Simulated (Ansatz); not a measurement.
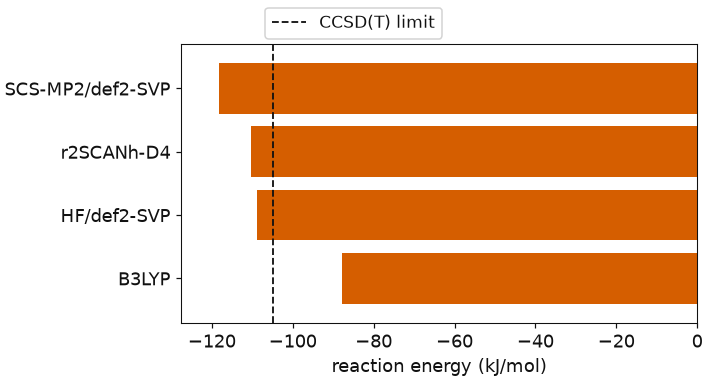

Electronic reaction energy of AlSi₂H₇ ([AlH2][SiH2][SiH3]) + AlBH₂OF₂ (O[B](F)[AlH][F]) → Al₂Si₂H₇F ([F][AlH][SiH2][SiH2][AlH2]) + BH₂OF (OBF) (SMILES in brackets) at several levels (functionals in def2-TZVPP unless a basis is named), isolated molecules at PBE0-D4 triple-zeta geometries, minima by their frequencies, no zero-point or thermal terms, the Ansatz code 0.2.0. The line is frozen-core CCSD(T) at the basis limit (MP2 extrapolated from triple and quadruple zeta, plus CCSD(T) less MP2 in a smaller set). No dispersion term is added to B3LYP. The distance of SCS-MP2/def2-SVP and HF/def2-SVP to the limit includes basis error.

> What range do the values span, the line included?

From −118.1 kJ/mol (SCS-MP2/def2-SVP) to −87.7 kJ/mol (B3LYP).

> What do zero-point energy and temperature add?

Zero-point change 6.2 kJ/mol; at 298.15 K and 1 bar the CCSD(T) limit plus thermal terms gives an enthalpy of reaction of −100.9 and a free energy of −88.5 kJ/mol (harmonic PBE0-D4 modes, ideal gas).

Caveats: one conformer of each flexible molecule.
